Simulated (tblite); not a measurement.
# H42Si28: the cost of one run

Programs: tblite 0.8.0 and PySCF 2.14.0, with routines of our own; each step states its level. All values are computed. Atoms count from 0.

## 1. The system as given

70 atoms, charge 0, multiplicity 1; geometry from: force field, distance geometry or constructed start.

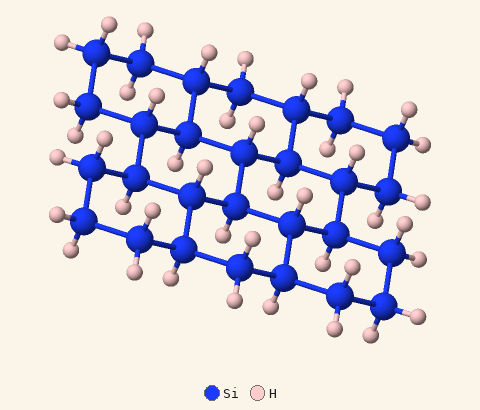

The starting geometry (silicon blue, hydrogen pink).

## 2. Geometry optimisation with GFN2-xTB

The job: settings as JSON, then the geometry in Å.

```
{"job": {"kind": "relax", "xc": "GFN2-xTB", "basis": "xTB"}, "charge": 0, "multiplicity": 1}
Si     0.004900     1.111800    -0.376600
Si    -1.931900     2.229700     0.368100
Si    -3.852300     1.111300    -0.374000
Si    -3.858200    -1.109200     0.368800
Si    -1.929700    -2.228300    -0.371600
Si    -0.003300    -1.114100     0.372400
Si     5.786300     4.455900    -0.378300
Si     3.860900     5.570500     0.376500
Si     1.931400     4.452100    -0.375400
Si     1.925900     2.226300     0.376600
Si     3.855400     1.112400    -0.377100
Si     5.783700     2.225100     0.375000
Si    -5.789600    -2.226400    -0.370000
Si    -5.784000    -4.454800     0.372300
Si    -3.859700    -5.562700    -0.374800
Si    -1.930600    -4.453600     0.381300
Si     1.929100    -2.225200    -0.374100
Si     3.856400    -1.117000     0.374000
Si     5.785600    -2.225300    -0.372500
Si     1.931500    -4.453300     0.377700
Si     3.855200    -5.564000    -0.373500
Si     5.785300    -4.452700     0.374800
Si     0.003400     5.572400     0.381600
Si    -1.932900     4.449900    -0.376500
Si     0.000500    -5.565200    -0.374100
Si    -3.863600     5.566900     0.377500
Si    -5.785500     4.456500    -0.375700
Si    -5.786800     2.227700     0.376200
H      0.000600     1.114000    -1.817000
H     -1.927600     2.227500     1.818400
H     -3.853900     1.114200    -1.816100
H     -3.859400    -1.112300     1.815200
H     -1.929700    -2.227000    -1.816900
H      0.002100    -1.114900     1.818700
H      5.787400     4.456000    -1.818300
H      6.963400     5.135800     0.099100
H      3.856700     5.567900     1.810900
H      3.858400     6.929000    -0.104600
H      1.929800     4.450300    -1.815100
H      1.923900     2.230500     1.816200
H      3.857400     1.111300    -1.811200
H      5.792100     2.221500     1.818700
H      6.967800     1.548800    -0.105600
H     -5.783600    -2.227600    -1.816800
H     -6.966600    -1.546100     0.104400
H     -5.788100    -4.452600     1.811600
H     -6.960500    -5.133500    -0.102600
H     -3.857800    -5.565200    -1.812700
H     -3.855900    -6.926100     0.102200
H     -1.926800    -4.453500     1.817000
H      1.927800    -2.234400    -1.811900
H      3.864100    -1.112300     1.814700
H      5.785800    -2.227500    -1.814900
H      6.959500    -1.549400     0.099000
H      1.929400    -4.455100     1.816500
H      3.857000    -5.564800    -1.814400
H      3.864100    -6.932200     0.100100
H      5.788900    -4.446600     1.814300
H      6.963000    -5.134300    -0.098000
H     -0.000900     5.569800     1.814000
H     -0.003800     6.927400    -0.100500
H     -1.924800     4.453900    -1.816900
H      0.001700    -5.567100    -1.814200
H     -0.000200    -6.923000     0.103100
H     -3.851800     5.571100     1.817000
H     -3.862400     6.928300    -0.100700
H     -5.783800     4.457300    -1.816200
H     -6.960400     5.131900     0.107900
H     -5.790200     2.221800     1.810000
H     -6.965600     1.544400    -0.096100
```

On the command line:

```console
> OMP_NUM_THREADS=4 python large_run.py task.json out
```

The driver reads the jobs from task.json and runs them one after another.

Q: Estimate the wall time and peak memory of this first job on 4 threads of Intel Xeon Platinum 8375C at 2.90GHz, shared host.

About 29 s, with a peak of 0.14 GiB.
